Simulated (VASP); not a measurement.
Band structure of CaCuSi (space group P-6m2). Computed with PBEsol GGA, VASP's PBE PAW potentials (set 64) (plane waves; VASP).

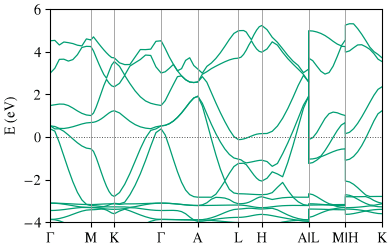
Fig. 1. Bands along high-symmetry lines, zero at the valence-band maximum or, without a gap, the Fermi level

Problem. Read the plot: is there a gap, and where are the band edges?

Solution. It has no gap at this level: it comes out as a metal or semimetal. (Edges off the drawn lines would not show.)

The structure comes from a computed database's CaCuSi entry (P-6m2); how it stands against other phases isn't given here. It was relaxed first. The electron count is odd and the run is not spin-polarised, which forces a metal.
